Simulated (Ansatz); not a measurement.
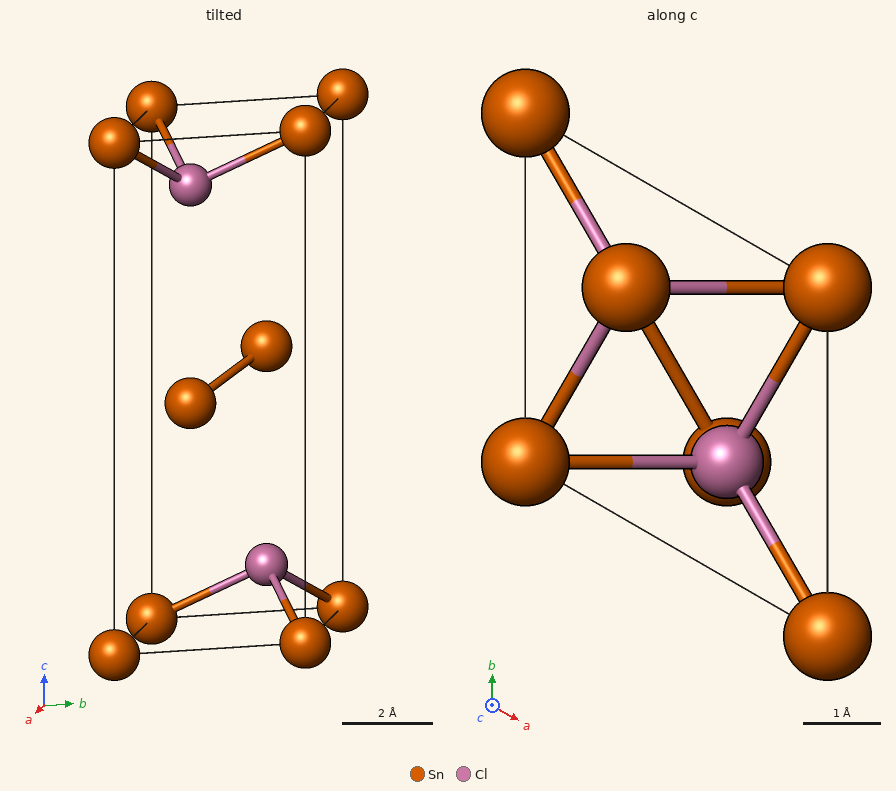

Ball-and-stick drawing of the structure, looking slightly off an axis and along the c axis. The lines enclose the conventional unit cell; boundary atoms appear with their images.

The cell measures a = 4.547 Å, b = 4.547 Å, c = 11.699 Å, α = 90.00°, β = 90.00°, γ = 120.00°.

**Find the formula by counting the atoms in the cell.**

Sn₃Cl₂. The cell holds 3 Sn, 2 Cl, counting shared atoms by their share.

**State the space group and its number.**

P-3m1 (No. 164), with Sn on 1a, Sn on 2d and Cl on 2d.

**Give the coordination environment of Cl.**

Each Cl has three Sn in a trigonal pyramidal arrangement at about 2.9 Å.

**Does the bonding give isolated units, chains, sheets or a framework?**

The bonds build SnCl2 and Sn layers parallel to (001).

The model was built from a textbook structure type filled with these elements (whether it is the usual form wasn't checked). Atoms and cell were optimised with DFT PBE, scalar-relativistic, plane waves, PAW in Ansatz.
